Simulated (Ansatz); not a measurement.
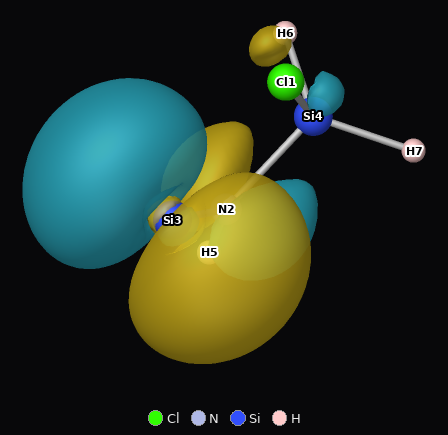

The picture shows: ClH3NSi2 (charge +1). The LUMO at ±0.1 Å⁻³ᐟ² (yellow and cyan are the two phases), seen at an oblique angle.

Geometry: B3LYP-D3(BJ)/def2-SVP.

Computed with isolated molecule in a Gaussian basis; Kohn-Sham density functional theory, functional PBE0 in Ansatz.

```json
{"atom": "Cl", "x (Å)": "1.3565", "y (Å)": "0.4082", "z (Å)": "-1.1612"}
{"atom": "N", "x (Å)": "-0.1977", "y (Å)": "-1.8692", "z (Å)": "-1.6213"}
{"atom": "Si", "x (Å)": "-0.9310", "y (Å)": "-0.5725", "z (Å)": "-0.7727"}
{"atom": "Si", "x (Å)": "1.4776", "y (Å)": "-1.5509", "z (Å)": "-2.0856"}
{"atom": "H", "x (Å)": "-0.6866", "y (Å)": "-2.7435", "z (Å)": "-1.8368"}
{"atom": "H", "x (Å)": "1.6881", "y (Å)": "-1.3698", "z (Å)": "-3.5323"}
{"atom": "H", "x (Å)": "2.4776", "y (Å)": "-2.3484", "z (Å)": "-1.3548"}
```

> Where does this orbital lie, and at what energy?

By Hirshfeld shares it lies mainly on Si3 (about 80 %) and N2 (about 10 %). Its energy is −7.38 eV.
